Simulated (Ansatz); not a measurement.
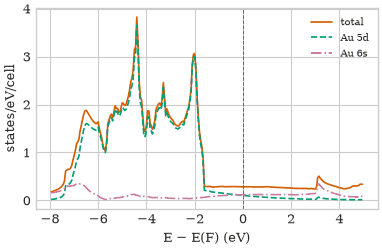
Figure: Total and projected density of states of Au (fcc (Cu type), Fm-3m), PBEsol in the plane-wave PAW code Ansatz

### Question
Which orbitals carry the states next to the Fermi level?

### Answer
Within 0.5 eV of the Fermi level: Au 6s 42 %, Au 5d 37 %, outside the projected shells 21 %. Projections are on Löwdin-orthogonalised atomic valence shells; empty p or d shells of many metals are not among them.

### Question
Where is the tallest occupied peak in this window, and what makes it?

### Answer
Near -4.4 eV, about 3.8 states/eV per cell; the largest projected share is Au 5d.

The PBEsol relaxation kept the symmetry of its start. Scalar-relativistic: spin–orbit coupling is off unless named, which matters more the heavier the elements.

Potentials: the later of the program's two PAW sets.
